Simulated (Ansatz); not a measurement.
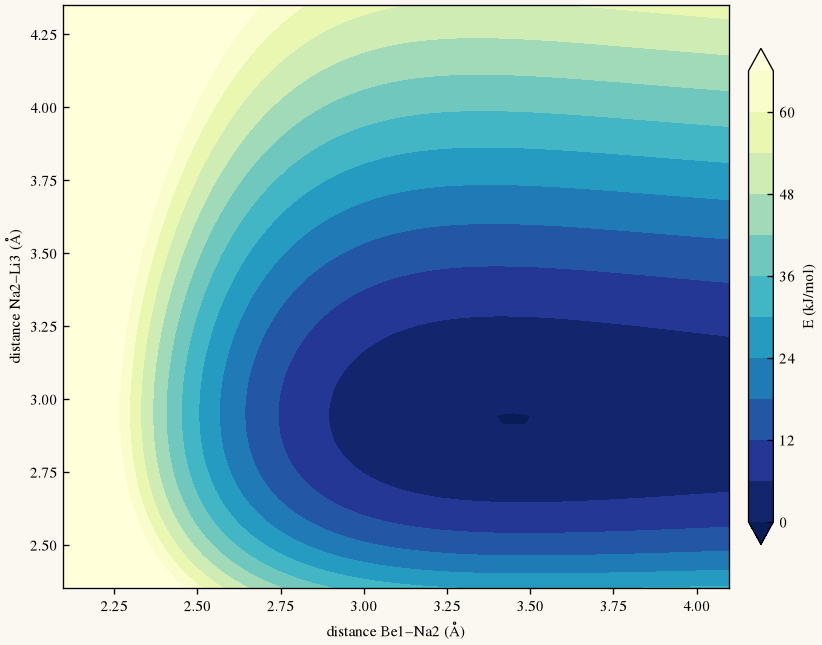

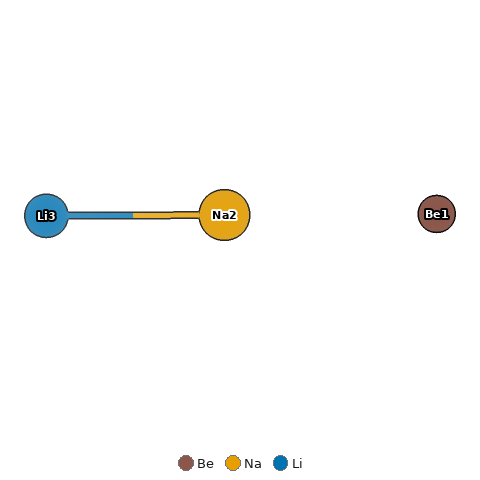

Energy landscape of the system Be + NaLi. 
- The first coordinate is: distance Be1–Na2; the second: distance Na2–Li3.
- Nothing is relaxed (the angle Be1–Na2–Li3 is fixed at 180 degrees).
- The grid has 17 × 17 points.
- Points are written as (first, second).
- All energies are given in kJ/mol relative to the lowest grid point.
- The restricted reference is unstable at some or all points, so the energies there are unreliable.
- These are results of RHF-MP2, frozen core/def2-TZVPD (Ansatz 0.2.0), not measurements.

The picture shows filled contours, one colour for all values above the top of the scale. Between grid points the surface is interpolated. The second picture is the structure at the lowest point.

**Where are the wells?**

The lowest grid point is at (3.472 Å, 2.911 Å). It is the only kind of minimum in the scanned range. The highest grid point, (2.096 Å, 4.352 Å), lies 161 kJ/mol above the lowest.

The values on the grid:

```
distance Na2–Li3 ↓, distance Be1–Na2 →  2.096  2.230  2.426  2.655  2.908  3.182  3.472  3.777  4.096
                                 4.352    161    125     90     68     57     54     54     55     56
                                 4.033    146    110     75     53     43     39     38     39     41
                                 3.728    132     96     61     39     28     24     24     25     26
                                 3.438    120     84     49     28     16     12     11     12     13
                                 3.164    112     76     42     19      8      4      3      4      5
                                 2.911    110     74     39     17      6      1      0      1      2
                                 2.682    115     79     44     22     10      6      4      5      6
                                 2.486    128     91     57     34     22     17     16     16     17
                                 2.352    142    105     71     48     36     31     30     30     31
```

The table holds every second grid line.

Each point was launched as `ansatz run input.yaml --threads 1 --pin off --max-ram 2560MiB --backend cpu --events-out ev --progress --plain --runs-dir out`. Time for the 289 points that were run: 14 min on 1 thread of Arm Neoverse N1, with other jobs on the host.
